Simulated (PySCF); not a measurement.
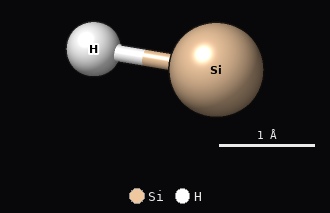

Figure 1. The input geometry (ball-and-stick view, seen at a tilt). Bond lengths as drawn: H–Si 1.43 Å.

SiH (charge −1): geometry relaxation (part 1 of 2)

SiH, charge −1, multiplicity 3, computed with UHF/def2-tzvpp, optimize (PySCF 2.14.0).

The program's output
```
PySCF version 2.14.0

[INPUT] verbose = 4
[INPUT] num. atoms = 2
[INPUT] num. electrons = 16
[INPUT] charge = -1
[INPUT] spin (= nelec alpha-beta = 2S) = 2
[INPUT] symmetry False subgroup None
[INPUT] Mole.unit = angstrom
[INPUT] Symbol           X                Y                Z      unit          X                Y                Z       unit  Magmom
[INPUT]  1 Si     0.000000000000   0.000000000000   0.000000000000 AA    0.000000000000   0.000000000000   0.000000000000 Bohr   0.0
[INPUT]  2 H      0.000000000000   0.000000000000   1.428000000000 AA    0.000000000000   0.000000000000   2.698528905879 Bohr   0.0

nuclear repulsion = 5.18801187176471
number of shells = 20
number of NR pGTOs = 79
number of NR cGTOs = 56
basis = def2-tzvpp
ecp = {}

******** <class 'pyscf.scf.uhf.UHF'> ********
method = UHF
initial guess = minao
damping factor = 0
level_shift factor = 0
DIIS = <class 'pyscf.scf.diis.CDIIS'>
diis_start_cycle = 1
diis_space = 8
diis_damp = 0
SCF conv_tol = 1e-09
SCF conv_tol_grad = None
SCF max_cycles = 50
direct_scf = True
direct_scf_tol = 1e-13
number electrons alpha = 9  beta = 7
Set gradient conv threshold to 3.16228e-05
init E= -289.175997694966
  alpha nocc = 9  HOMO = -0.0657937568223387  LUMO = 0.144619992325222
  beta  nocc = 7  HOMO = -0.253966024621178  LUMO = -0.0657937568223606

WARN: HOMO -0.0657937568223387 >= LUMO -0.0657937568223606

cycle= 1 E= -289.436574963493  delta_E= -0.261  |g|= 0.0998  |ddm|= 0.888
  alpha nocc = 9  HOMO = -0.023054158630175  LUMO = 0.380438312504351
  beta  nocc = 7  HOMO = -0.0746384387651258  LUMO = 0.289503444284351
  HOMO = -0.0230541586302  LUMO = 0.289503444284  gap/eV = 8.50513
cycle= 2 E= -289.448918581465  delta_E= -0.0123  |g|= 0.0339  |ddm|= 0.283
  alpha nocc = 9  HOMO = -0.0444197260104715  LUMO = 0.374177253683902
  beta  nocc = 7  HOMO = -0.102756379142033  LUMO = 0.277615382472005
  HOMO = -0.0444197260105  LUMO = 0.277615382472  gap/eV = 8.76302
cycle= 3 E= -289.450909818763  delta_E= -0.00199  |g|= 0.0143  |ddm|= 0.0862
  alpha nocc = 9  HOMO = -0.0427868157082459  LUMO = 0.376725933330196
  beta  nocc = 7  HOMO = -0.100662659160031  LUMO = 0.28225506660639
  HOMO = -0.0427868157082  LUMO = 0.282255066606  gap/eV = 8.84484
cycle= 4 E= -289.451352313331  delta_E= -0.000442  |g|= 0.00688  |ddm|= 0.0451
  alpha nocc = 9  HOMO = -0.0433091276387589  LUMO = 0.37756155761406
  beta  nocc = 7  HOMO = -0.101480018767175  LUMO = 0.283625833804225
  HOMO = -0.0433091276388  LUMO = 0.283625833804  gap/eV = 8.89635
cycle= 5 E= -289.451496374136  delta_E= -0.000144  |g|= 0.00308  |ddm|= 0.0316
  alpha nocc = 9  HOMO = -0.0437667787019921  LUMO = 0.377820071224296
  beta  nocc = 7  HOMO = -0.102227693811342  LUMO = 0.283926989802149
  HOMO = -0.043766778702  LUMO = 0.283926989802  gap/eV = 8.91700
cycle= 6 E= -289.451533436873  delta_E= -3.71e-05  |g|= 0.00129  |ddm|= 0.0206
  alpha nocc = 9  HOMO = -0.0438887025768943  LUMO = 0.377913609335325
  beta  nocc = 7  HOMO = -0.102403833673891  LUMO = 0.283907146010176
  HOMO = -0.0438887025769  LUMO = 0.28390714601  gap/eV = 8.91978
cycle= 7 E= -289.451539604866  delta_E= -6.17e-06  |g|= 0.000463  |ddm|= 0.00904
  alpha nocc = 9  HOMO = -0.0438991572889304  LUMO = 0.377959154995333
  beta  nocc = 7  HOMO = -0.102335492113683  LUMO = 0.283925902168998
  HOMO = -0.0438991572889  LUMO = 0.283925902169  gap/eV = 8.92057
cycle= 8 E= -289.451540290049  delta_E= -6.85e-07  |g|= 9.34e-05  |ddm|= 0.00311
  alpha nocc = 9  HOMO = -0.0438883041583534  LUMO = 0.377970388117431
  beta  nocc = 7  HOMO = -0.102300220325224  LUMO = 0.283937489399209
  HOMO = -0.0438883041584  LUMO = 0.283937489399  gap/eV = 8.92059
cycle= 9 E= -289.451540314018  delta_E= -2.4e-08  |g|= 2.1e-05  |ddm|= 0.000481
  alpha nocc = 9  HOMO = -0.04388967197912  LUMO = 0.377967978732888
  beta  nocc = 7  HOMO = -0.102298766257388  LUMO = 0.28393462144891
  HOMO = -0.0438896719791  LUMO = 0.283934621449  gap/eV = 8.92055
cycle= 10 E= -289.451540315279  delta_E= -1.26e-09  |g|= 5.47e-06  |ddm|= 0.000111
  alpha nocc = 9  HOMO = -0.0438901637405236  LUMO = 0.377967096947025
  beta  nocc = 7  HOMO = -0.102300070957861  LUMO = 0.283933639720771
  HOMO = -0.0438901637405  LUMO = 0.283933639721  gap/eV = 8.92054
cycle= 11 E= -289.451540315363  delta_E= -8.42e-11  |g|= 1.55e-06  |ddm|= 3.4e-05
  alpha nocc = 9  HOMO = -0.0438899679141609  LUMO = 0.377967224954432
  beta  nocc = 7  HOMO = -0.102299918274886  LUMO = 0.283933792149624
  HOMO = -0.0438899679142  LUMO = 0.28393379215  gap/eV = 8.92054
Extra cycle  E= -289.451540315367  delta_E= -4.49e-12  |g|= 8.12e-07  |ddm|= 5.22e-06
converged SCF energy = -289.451540315367  <S^2> = 2.0389344  2S+1 = 3.0258449
Create scanner for <class 'pyscf.grad.uhf.Gradients'>
Create scanner for <class 'pyscf.scf.uhf.UHF'>
input.py

Current date and time:

#|     Arguments passed to driver run_optimizer():      |#
customengine              <pyscf.geomopt.geometric_solver.PySCFEngine object>
logIni                    [file]
maxiter                   30
----------------------------------------------------------
Custom engine selected.
Bonds will be generated from interatomic distances less than 1.20 times sum of covalent radii
6 internal coordinates being used (instead of 6 Cartesians)
Internal coordinate system (atoms numbered from 1):
Distance 1-2
Translation-X 1-2
Translation-Y 1-2
Translation-Z 1-2
Rotation-A 1-2
Rotation-B 1-2
Rotation-C 1-2
<class 'geometric.internal.Distance'> : 1
<class 'geometric.internal.TranslationX'> : 1
<class 'geometric.internal.TranslationY'> : 1
<class 'geometric.internal.TranslationZ'> : 1
<class 'geometric.internal.RotationA'> : 1
<class 'geometric.internal.RotationB'> : 1
<class 'geometric.internal.RotationC'> : 1
> ===== Optimization Info: ====
> Job type: Energy minimization
> Maximum number of optimization cycles: 30
> Initial / maximum trust radius (Angstrom): 0.100 / 0.300
> Convergence Criteria:
> Will converge when all 5 criteria are reached:
>  |Delta-E| < 1.00e-06
>  RMS-Grad  < 3.00e-04
>  Max-Grad  < 4.50e-04
>  RMS-Disp  < 1.20e-03
>  Max-Disp  < 1.80e-03
> === End Optimization Info ===

Geometry optimization cycle 1
Cartesian coordinates (Angstrom)
 Atom        New coordinates             dX        dY        dZ
  Si   0.000000   0.000000   0.000000    0.000000  0.000000  0.000000
   H   0.000000   0.000000   1.428000    0.000000  0.000000  0.000000

WARN: Mole.unit (angstrom) is changed to Bohr

New geometry
   1 Si     0.000000000000   0.000000000000   0.000000000000 AA    0.000000000000   0.000000000000   0.000000000000 Bohr
   2 H      0.000000000000   0.000000000000   1.428000000000 AA    0.000000000000   0.000000000000   2.698528905879 Bohr

******** <class 'pyscf.scf.hf.UHF_Scanner'> ********
method = UHF_Scanner
initial guess = minao
damping factor = 0
level_shift factor = 0
DIIS = <class 'pyscf.scf.diis.CDIIS'>
diis_start_cycle = 1
diis_space = 8
diis_damp = 0
SCF conv_tol = 1e-09
SCF conv_tol_grad = None
SCF max_cycles = 50
direct_scf = True
direct_scf_tol = 1e-13
number electrons alpha = 9  beta = 7
Set gradient conv threshold to 3.16228e-05
init E= -289.451540315367
  alpha nocc = 9  HOMO = -0.0438899396984111  LUMO = 0.377967236381105
  beta  nocc = 7  HOMO = -0.102300010679837  LUMO = 0.283933799300033
  HOMO = -0.0438899396984  LUMO = 0.2839337993  gap/eV = 8.92054
cycle= 1 E= -289.451540315369  delta_E= -1.71e-12  |g|= 4.59e-07  |ddm|= 2.87e-06
  alpha nocc = 9  HOMO = -0.043889924162441  LUMO = 0.377967237883629
  beta  nocc = 7  HOMO = -0.10230005876566  LUMO = 0.283933800910469
  HOMO = -0.0438899241624  LUMO = 0.28393380091  gap/eV = 8.92054
Extra cycle  E= -289.45154031537  delta_E= -7.39e-13  |g|= 2.65e-07  |ddm|= 1.63e-06
converged SCF energy = -289.45154031537  <S^2> = 2.0389343  2S+1 = 3.0258448

******** <class 'pyscf.grad.rhf.Gradients_Scanner'> for <class 'pyscf.scf.hf.UHF_Scanner'> ********
unit = Eh/Bohr
--------------- UHF_Scanner gradients ---------------
         x                y                z
0 Si     0.0000000000    -0.0000000000     0.0410693327
1 H    -0.0000000000     0.0000000000    -0.0410693327
----------------------------------------------
cycle 1: E = -289.451540315  dE = -289.452  norm(grad) = 0.0580808
Step    0 : Gradient = 4.107e-02/4.107e-02 (rms/max) Energy = -289.4515403154
Hessian Eigenvalues: 5.00000e-02 5.00000e-02 5.00000e-02 ... 5.00000e-02 5.00000e-02 2.04691e-01

Geometry optimization cycle 2
Cartesian coordinates (Angstrom)
 Atom        New coordinates             dX        dY        dZ
  Si  -0.000000   0.000000  -0.053087   -0.000000  0.000000 -0.053087
   H   0.000000  -0.000000   1.481087    0.000000 -0.000000  0.053087
New geometry
   1 Si    -0.000000000000   0.000000000000  -0.053087260303 AA   -0.000000000000   0.000000000000  -0.100320382675 Bohr
   2 H      0.000000000000  -0.000000000000   1.481087260303 AA    0.000000000000  -0.000000000000   2.798849288554 Bohr

******** <class 'pyscf.scf.hf.UHF_Scanner'> ********
method = UHF_Scanner
initial guess = minao
damping factor = 0
level_shift factor = 0
DIIS = <class 'pyscf.scf.diis.CDIIS'>
diis_start_cycle = 1
diis_space = 8
diis_damp = 0
SCF conv_tol = 1e-09
SCF conv_tol_grad = None
SCF max_cycles = 50
direct_scf = True
direct_scf_tol = 1e-13
number electrons alpha = 9  beta = 7
Set gradient conv threshold to 3.16228e-05
init E= -289.450210242415
  alpha nocc = 9  HOMO = -0.0476847116987046  LUMO = 0.367790732942206
  beta  nocc = 7  HOMO = -0.111187497326116  LUMO = 0.280823794648413
  HOMO = -0.0476847116987  LUMO = 0.280823794648  gap/eV = 8.93917
cycle= 1 E= -289.455624351473  delta_E= -0.00541  |g|= 0.0122  |ddm|= 0.0493
  alpha nocc = 9  HOMO = -0.0457991132927331  LUMO = 0.369645805096798
  beta  nocc = 7  HOMO = -0.10628243640261  LUMO = 0.282481005642616
  HOMO = -0.0457991132927  LUMO = 0.282481005643  gap/eV = 8.93296
cycle= 2 E= -289.455761304933  delta_E= -0.000137  |g|= 0.0038  |ddm|= 0.0165
  alpha nocc = 9  HOMO = -0.0460528948551053  LUMO = 0.369413676091515
  beta  nocc = 7  HOMO = -0.105784853269236  LUMO = 0.282381405655137
  HOMO = -0.0460528948551  LUMO = 0.282381405655  gap/eV = 8.93715
cycle= 3 E= -289.455771695715  delta_E= -1.04e-05  |g|= 0.00118  |ddm|= 0.00597
  alpha nocc = 9  HOMO = -0.0461960477788309  LUMO = 0.369302274604467
  beta  nocc = 7  HOMO = -0.105679740088023  LUMO = 0.282315968189641
  HOMO = -0.0461960477788  LUMO = 0.28231596819  gap/eV = 8.93927
cycle= 4 E= -289.455774626944  delta_E= -2.93e-06  |g|= 0.000276  |ddm|= 0.0046
  alpha nocc = 9  HOMO = -0.0461822190896154  LUMO = 0.369319858096935
  beta  nocc = 7  HOMO = -0.105573925056106  LUMO = 0.28234067800366
  HOMO = -0.0461822190896  LUMO = 0.282340678004  gap/eV = 8.93956
cycle= 5 E= -289.455774816575  delta_E= -1.9e-07  |g|= 8.34e-05  |ddm|= 0.0012
  alpha nocc = 9  HOMO = -0.0461875593404393  LUMO = 0.369319269147613
  beta  nocc = 7  HOMO = -0.105543983270351  LUMO = 0.282339155631613
  HOMO = -0.0461875593404  LUMO = 0.282339155632  gap/eV = 8.93967
cycle= 6 E= -289.455774834086  delta_E= -1.75e-08  |g|= 3.45e-05  |ddm|= 0.000342
  alpha nocc = 9  HOMO = -0.0461864406657361  LUMO = 0.369318678770282
  beta  nocc = 7  HOMO = -0.10552695395787  LUMO = 0.2823388157553
  HOMO = -0.0461864406657  LUMO = 0.282338815755  gap/eV = 8.93963
cycle= 7 E= -289.455774837716  delta_E= -3.63e-09  |g|= 1.35e-05  |ddm|= 0.000167
  alpha nocc = 9  HOMO = -0.0461855826786143  LUMO = 0.369316886129916
  beta  nocc = 7  HOMO = -0.105521819743888  LUMO = 0.282337419114268
  HOMO = -0.0461855826786  LUMO = 0.282337419114  gap/eV = 8.93957
cycle= 8 E= -289.455774838356  delta_E= -6.4e-10  |g|= 6.05e-06  |ddm|= 7.09e-05
  alpha nocc = 9  HOMO = -0.0461852560890926  LUMO = 0.369316452683263
  beta  nocc = 7  HOMO = -0.105521641871341  LUMO = 0.282337196018632
  HOMO = -0.0461852560891  LUMO = 0.282337196019  gap/eV = 8.93955
Extra cycle  E= -289.45577483844  delta_E= -8.43e-11  |g|= 4.36e-06  |ddm|= 1.74e-05
converged SCF energy = -289.45577483844  <S^2> = 2.0379202  2S+1 = 3.0251745

******** <class 'pyscf.grad.rhf.Gradients_Scanner'> for <class 'pyscf.scf.hf.UHF_Scanner'> ********
unit = Eh/Bohr
--------------- UHF_Scanner gradients ---------------
         x                y                z
0 Si     0.0000000000    -0.0000000000     0.0040844471
1 H    -0.0000000000     0.0000000000    -0.0040844471
----------------------------------------------
cycle 2: E = -289.455774838  dE = -0.00423452  norm(grad) = 0.00577628
Step    1 : Displace = 5.309e-02/5.309e-02 (rms/max) Trust = 1.000e-01 (=) Grad = 4.084e-03/4.084e-03 (rms/max) E (change) = -289.4557748384 (-4.235e-03) Quality = 1.028
Hessian Eigenvalues: 5.00000e-02 5.00000e-02 5.00000e-02 ... 5.00000e-02 5.00000e-02 1.84334e-01

Geometry optimization cycle 3
Cartesian coordinates (Angstrom)
 Atom        New coordinates             dX        dY        dZ
  Si  -0.000000   0.000000  -0.058950   -0.000000  0.000000 -0.005863
   H   0.000000  -0.000000   1.486950    0.000000 -0.000000  0.005863
New geometry
   1 Si    -0.000000000000   0.000000000000  -0.058949982478 AA   -0.000000000000   0.000000000000  -0.111399321932 Bohr
   2 H      0.000000000000  -0.000000000000   1.486949982478 AA    0.000000000000  -0.000000000000   2.809928227811 Bohr
```
